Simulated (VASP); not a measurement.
Band structure of TiCo (CsCl type). All values below come from RPBE GGA, VASP's PBE PAW potentials (set 64) (plane waves; VASP).

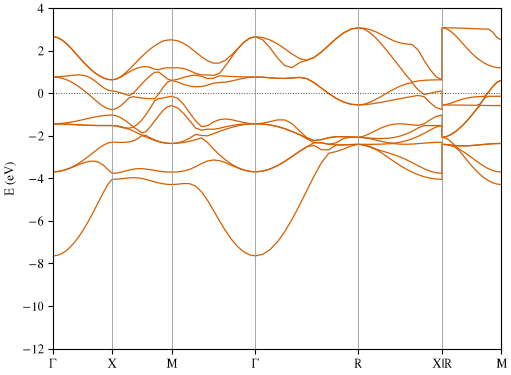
*Bands along high-symmetry lines, zero at the valence-band maximum or, without a gap, the Fermi level*

### Question
Read the plot: is there a gap, and where are the band edges?

### Answer
It has no gap at this level: it comes out as a metal or semimetal. (Edges off the drawn lines would not show.)

The compound is TiCo in the CsCl type structure. It was relaxed first. The run is not spin-polarised, so no magnetic state was tried. The electron count is odd and the run is not spin-polarised, which forces a metal.
